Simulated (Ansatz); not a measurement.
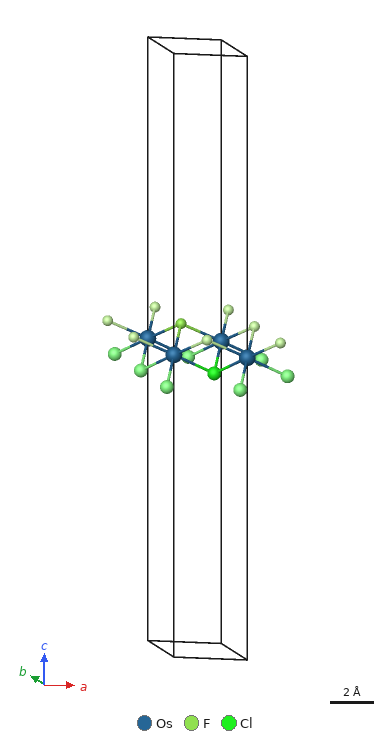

A ball-and-stick rendering, viewed from the side at a slight tilt. Thin lines show the simulation cell, with boundary atoms drawn in all their periodic places. Neighbours across the faces are drawn wherever a bond reaches them, in fainter colours.

OsClF, a = 3.48 Å, b = 3.48 Å, c = 29.01 Å, α = 90.00°, β = 90.00°, γ = 120.00°.

Electronic-structure method: DFT, PBE0, plane waves, PAW (Ansatz 0.2.0). Parameters: plane-wave cutoff 420 eV, k-point mesh 6×6×1, no spin polarisation.

> Predict the gap.

An insulator at this level, with a gap of 3.78 eV, indirect; the smallest direct gap is 4.13 eV.

Its origin is a structure type filled with these elements by a generator (whether the compound takes this form wasn't checked). Earlier steps of the study may have refined or changed the cell and positions. It was run through Ansatz as a DFT input.
